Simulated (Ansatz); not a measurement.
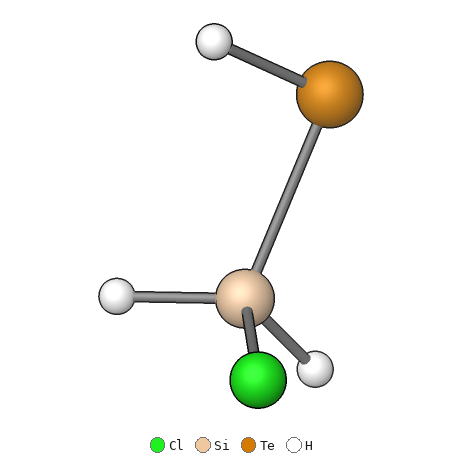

Rendered structure (ball-and-stick style). Every bond is drawn as one stick, whatever its order.

**Give the formula.**

ClH3SiTe, 6 atoms: 1 chlorine, 3 hydrogen, 1 silicon and 1 tellurium.

**Give a SMILES string for it.**

Cl[SiH2][TeH]

The parts below concern this one geometry. Atoms keep their numbers from picture to picture. Computed geometry: PBE0-D4/def2-TZVP optimisation. No frequency run is at hand to confirm it as a minimum.

### Shape

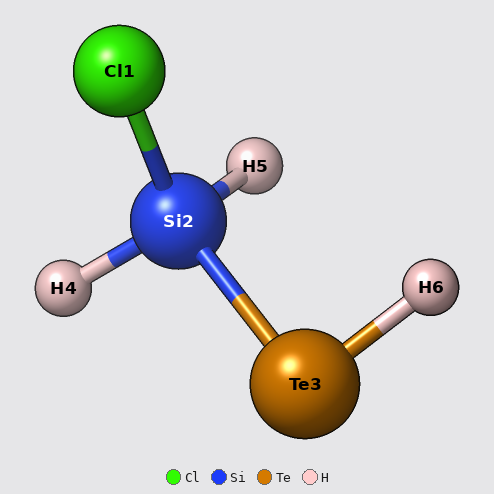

No frequency run is at hand to confirm it as a minimum.

Estimate the angles Cl1–Si2–Te3, Cl1–Si2–H4, Cl1–Si2–H5, Te3–Si2–H4, Te3–Si2–H5, H4–Si2–H5, Si2–Te3–H6.

```tsv
angle	degrees
Cl1–Si2–Te3	113.6
Cl1–Si2–H4	108.2
Cl1–Si2–H5	107.0
Te3–Si2–H4	106.0
Te3–Si2–H5	110.5
H4–Si2–H5	111.6
Si2–Te3–H6	91.1
```

### Electronic properties

No frequency run is at hand to confirm it as a minimum. Level of theory: RKS PBE0-D4/def2-TZVPP, core potentials on Te (Ansatz 0.2.0).

Computed properties:

- HOMO energy (Kohn–Sham orbital): −6.84 eV
- LUMO energy (Kohn–Sham orbital): −0.98 eV
- HOMO–LUMO gap: 5.86 eV

### Dipole moment

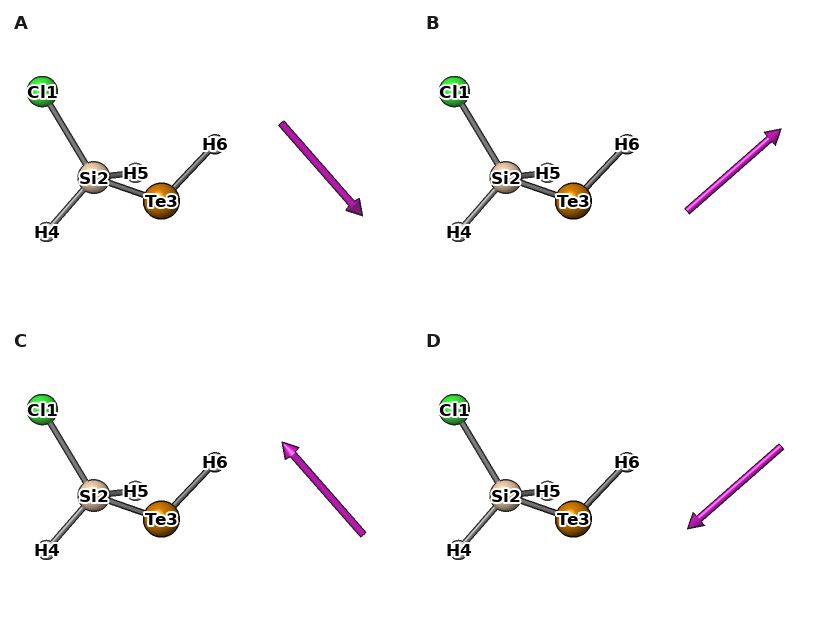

The same molecule four times, each with an arrow. No frequency run is at hand to confirm it as a minimum. Method: RKS PBE0-D4/def2-TZVP, core potentials on Te (Ansatz 0.2.0).

**Which arrow points along the dipole moment, from the negative to the positive end?**

A. The dipole moment is 1.02 D; it points from the side of Cl1 to the side of Te3, H6 (the outermost atoms at the two ends).

### Charges

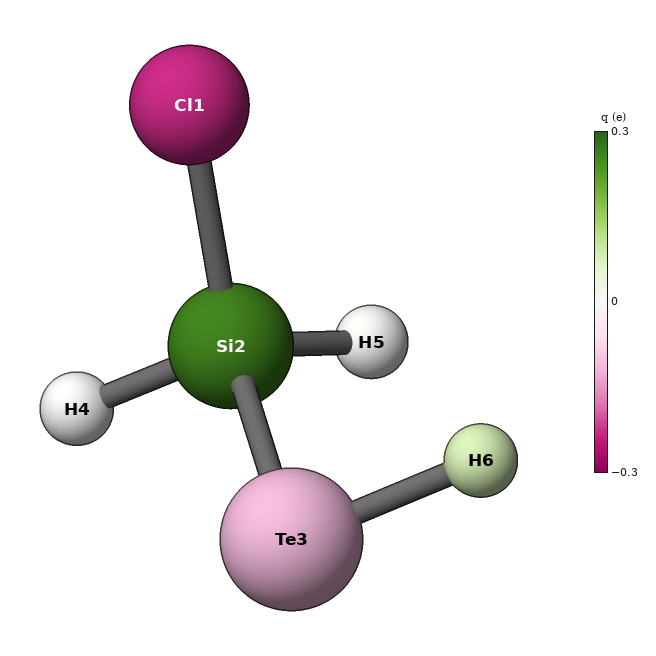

Atoms are coloured by their Mulliken charges. No frequency run is at hand to confirm it as a minimum. Level of theory: RKS PBE0-D4/def2-TZVP, core potentials on Te (Ansatz 0.2.0).

List the Mulliken charges.

| atom | value (e) |
| --- | --- |
| Cl1 | −0.23 |
| Si2 | 0.26 |
| Te3 | −0.12 |
| H4 | 0.00 |
| H5 | 0.01 |
| H6 | 0.08 |

Mulliken values depend strongly on the basis set and can even reverse the polarity of a bond.
